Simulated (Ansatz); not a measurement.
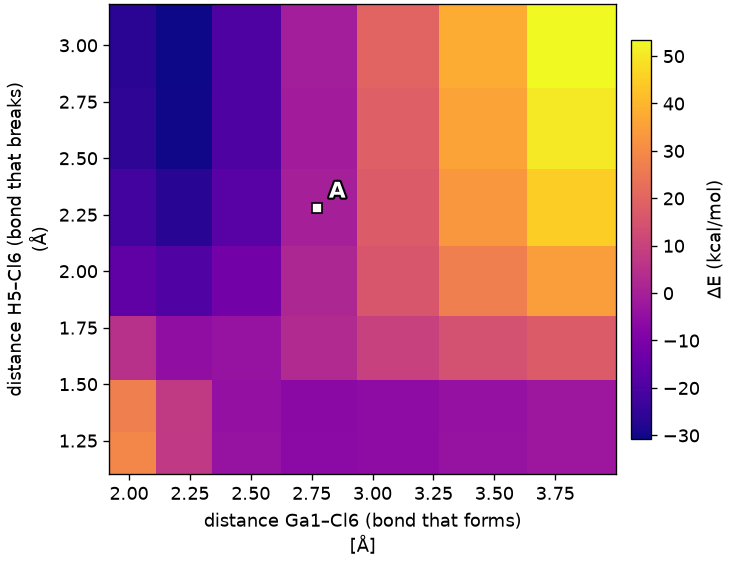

The reacting system ClGaH4 (fragments GaH₃ + ClH where the first distance is long, ClGaH₂ + H₂ where the second is long). The first coordinate is: distance Ga1–Cl6 (bond that forms); the second: distance H5–Cl6 (bond that breaks). Relaxed at each point: all other coordinates. The grid has 7 × 7 points. Points are written as (first, second). All energies are given in kcal/mol relative to a guessed transition structure relaxed with its forming and breaking bonds held. Energies and slopes of some neighbouring points disagree (a jump in structure or state, or too coarse a mesh). The reference is spin-restricted, so regions where a bond is pulled apart into radicals lie too high. The calculation used RKS wB97X-V/def2-SVP in Ansatz.

Drawn: one coloured cell a grid point, the point A.

Question: Is A at rest? If not, where is it pushed?

Answer: A, at (2.773 Å, 2.281 Å), is not a stationary point. The computed force is 59 kcal/mol for each Å towards smaller values of the first coordinate and 4.9 kcal/mol for each Å towards larger values of the second coordinate.
